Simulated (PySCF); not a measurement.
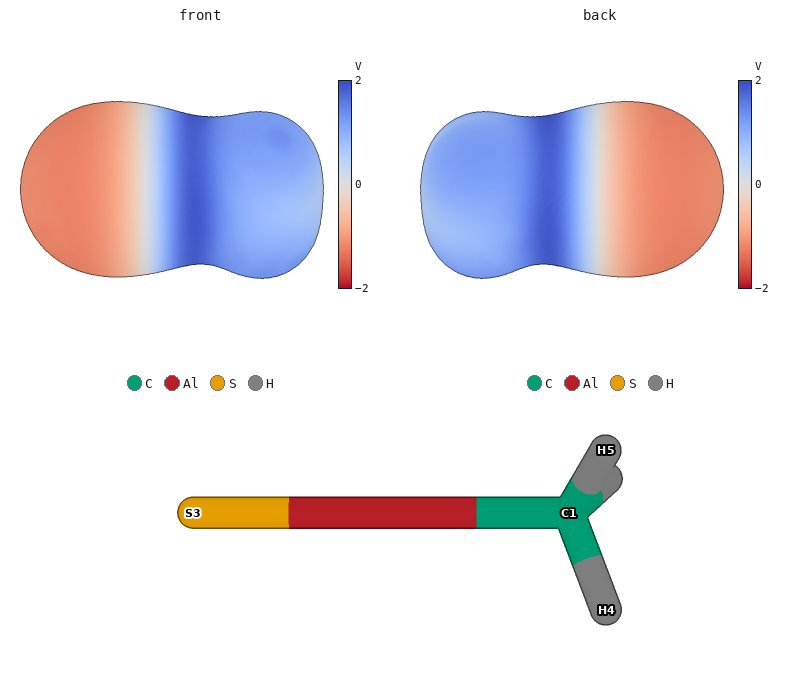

Figure. CH₃AlS (SMILES [CH3][Al+][S-]). The electrostatic potential painted on the density surface at 0.001 e/bohr³, seen from the front and from behind; red is negative and blue positive. The bare structure is drawn below in the same view.

Geometry: B3LYP-D4/def2-SVP.

Level of theory: Gaussian-basis quantum chemistry of an isolated molecule with PySCF, energy and nuclear gradient, functional PBE0 in PySCF 2.14.0.

```yaml
atoms:
  - { symbol: C, position_ang: [-1.0745, -0.5847, 0.9653] }
  - { symbol: Al, position_ang: [0.3248, 0.6372, 0.3890] }
  - { symbol: S, position_ang: [1.7715, 1.9003, -0.2070] }
  - { symbol: H, position_ang: [-2.0644, -0.2182, 0.6488] }
  - { symbol: H, position_ang: [-1.0766, -0.6825, 2.0629] }
  - { symbol: H, position_ang: [-0.9203, -1.5848, 0.5292] }
```

Which sites attract a positive test charge, and which a negative one?

Answer. A positive charge is drawn to the negative regions and a negative charge to the positive ones. The most negative region (about −1.2 V) lies over S3, the most positive (about +1.9 V) over Al2.
